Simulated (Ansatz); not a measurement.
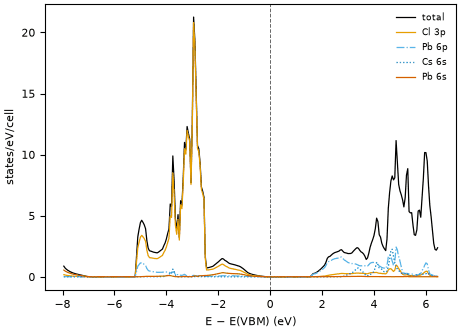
Total and projected density of states of CsPbCl3 (cubic perovskite, space group No. 221), DFT-LDA in the program Ansatz with PAW potentials

### Question
Which orbitals carry the states next to the gap?

### Answer
Top 1 eV of the valence band: Cl 3p 59 %, Pb 6s 29 %, Pb 6p 8 %. Bottom 1 eV of the conduction band: Pb 6p 77 %, Cl 3s 8 %, Cl 3p 8 %, outside the projected shells 6 %. Projections are on Löwdin-orthogonalised atomic valence shells; empty p or d shells of many metals are not among them.

### Question
Where is the tallest occupied peak in this window, and what makes it?

### Answer
Near -2.9 eV, about 21 states/eV per cell; the largest projected share is Cl 3p.

Space group Pm-3m (cubic perovskite). This is a known high-temperature phase of the composition, computed here at zero pressure and temperature. The cell was relaxed with LDA under the symmetry of its start. At this level the phase is dynamically unstable (imaginary phonons). Spin–orbit coupling is left out wherever it is not named.

Potentials: the later of the program's two PAW sets.
